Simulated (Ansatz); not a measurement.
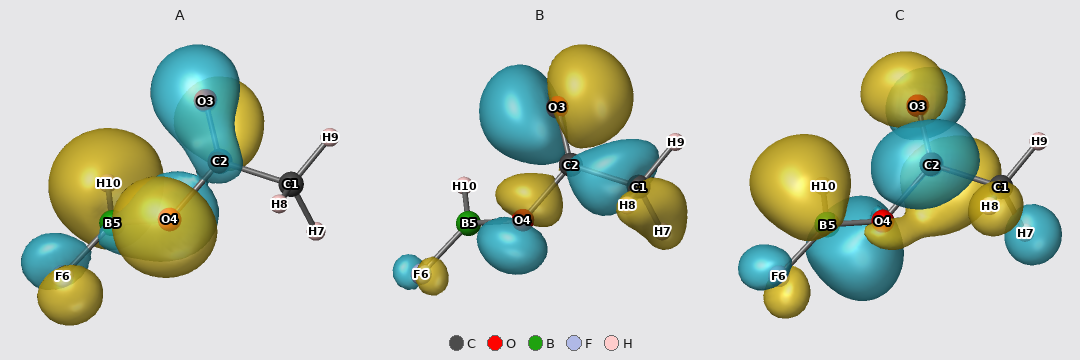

C₂H₄BFO₂ (SMILES CC(=O)OBF). Three frontier orbitals at ±0.1 Å⁻³ᐟ² (yellow and cyan are the two phases), in no order.

Geometry: PBE0-D4/def2-TZVP.

All numbers below come from Ansatz, RKS PBE0-D4/def2-TZVPP.

```xyz
10

C     0.1724   -1.6395   -0.0916
C     0.5480   -0.2094    0.1062
O     1.6534    0.2350    0.1365
O    -0.5673    0.5688    0.2937
B    -0.5706    1.9131    0.0486
F    -1.6461    2.5626    0.4454
H    -0.4752   -1.7329   -0.9660
H    -0.4021   -1.9861    0.7700
H     1.0670   -2.2436   -0.2169
H     0.3033    2.4809   -0.5231
```

**Order the three orbitals by energy and name them.**

A is the HOMO−1 (−10.08 eV). By Hirshfeld shares it lies mainly on O4 (about 30 %), O3 (about 20 %), H10 (about 15 %), B5 (about 15 %), F6 (about 10 %) and C2 (about 5 %). B is the HOMO (−8.54 eV). By Hirshfeld shares it lies mainly on O3 (about 65 %), C2 (about 10 %), O4 (about 10 %) and C1 (about 10 %). C is the LUMO (−0.82 eV). By Hirshfeld shares it lies mainly on B5 (about 30 %), C2 (about 25 %), O3 (about 20 %) and O4 (about 5 %).

**What is the HOMO–LUMO gap?**

7.72 eV between the orbital energies.
